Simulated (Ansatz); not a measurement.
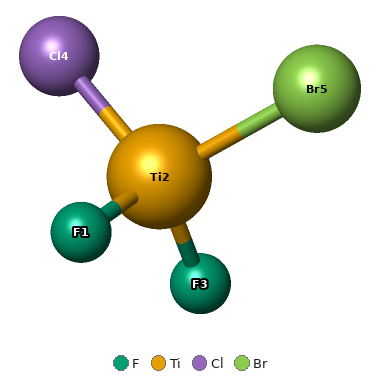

The system is BrClF₂Ti, SMILES [F][Ti]([F])([Cl])[Br]; the picture shows the reference structure. First axis: bond length Ti2–Cl4. Second axis: angle Cl4–Ti2–F1. Nothing is relaxed (all other coordinates rigid). The grid has 9 × 9 points. Points are written as (first, second). Energies: kcal/mol, counted from the lowest grid point. The reference is spin-restricted, which grows unreliable where a bond is stretched far. Level of theory: RKS PBE-D4/def2-TZVP in Ansatz.

Its coordinates:

| atom | x (Å) | y (Å) | z (Å) |
| --- | --- | --- | --- |
| F | -0.0597 | -0.2953 | 1.7937 |
| Ti | 0.0659 | -0.1010 | 0.0544 |
| F | 1.4433 | -1.0137 | -0.5358 |
| Cl | -1.7614 | -0.8304 | -0.8996 |
| Br | 0.3618 | 2.1667 | -0.4541 |

Range: bond length Ti2–Cl4 from 1.793 to 3.280 Å; angle Cl4–Ti2–F1 from 74.6 to 144.6°.

> What landscape does the calculation give?

The lowest grid point is at (2.165 Å, 109.6°). It is the only kind of minimum in the scanned range. The highest grid point, (1.793 Å, 74.6°), lies 89 kcal/mol above the lowest. Round the minimum the two coordinates are nearly uncoupled.

| angle Cl4–Ti2–F1 ↓, bond length Ti2–Cl4 → | 1.793 | 1.979 | 2.165 | 2.351 | 2.537 | 2.722 | 2.908 | 3.094 | 3.280 |
| --- | --- | --- | --- | --- | --- | --- | --- | --- | --- |
| 144.6 | 76 | 32 | 18 | 18 | 26 | 36 | 46 | 56 | 65 |
| 135.9 | 65 | 22 | 10 | 12 | 20 | 31 | 42 | 53 | 62 |
| 127.1 | 58 | 16 | 4 | 7 | 17 | 28 | 40 | 51 | 60 |
| 118.4 | 53 | 12 | 1 | 5 | 14 | 26 | 38 | 49 | 59 |
| 109.6 | 52 | 11 | 0 | 4 | 14 | 26 | 38 | 49 | 59 |
| 100.9 | 53 | 12 | 1 | 5 | 15 | 26 | 38 | 49 | 59 |
| 92.1 | 58 | 16 | 5 | 8 | 17 | 29 | 40 | 51 | 61 |
| 83.4 | 69 | 25 | 12 | 14 | 22 | 33 | 43 | 54 | 63 |
| 74.6 | 89 | 42 | 26 | 24 | 30 | 39 | 49 | 58 | 66 |

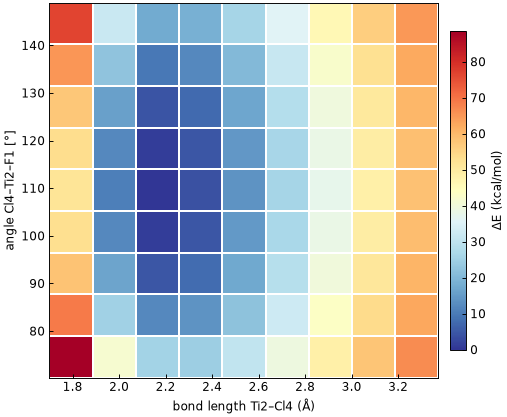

Drawn: one coloured cell a grid point.

Each point was launched as `ansatz run input.yaml --threads 1 --pin off --max-ram 2560MiB --backend cpu --events-out ev --progress --plain --runs-dir out`. Time for the 81 points that were run: 14 min on 1 thread of Arm Neoverse V2, with other jobs on the host.
